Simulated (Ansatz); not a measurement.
## Response to strain in BeSe

Take BeSe in the zinc blende structure (space group F-43m, No. 216; a = 5.129 Å) as the base.

Strains are applied to the cell and any free atomic positions relax.

The values are results of PBEsol in Ansatz (plane waves to 420 eV, PAW, scalar-relativistic without spin-orbit coupling), not measurements.

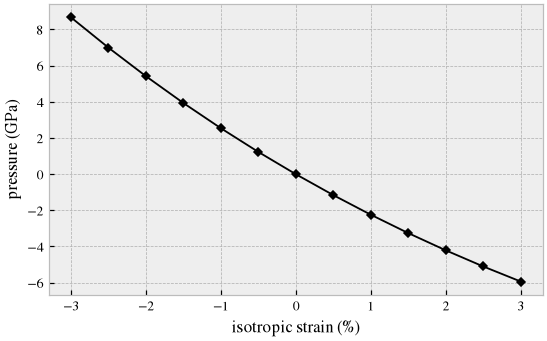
Fig. 1. Pressure against isotropic strain

### Question
From the plot, what is the pressure for isotropic strain +2.00 %?

### Answer
About -4 GPa.

### Question
Is the trend monotonic over the range shown?

### Answer
Yes, it falls throughout, spanning -5.94 GPa to 8.67 GPa.

Stability against distortions was not tested.

Ansatz is a program for electronic structure.
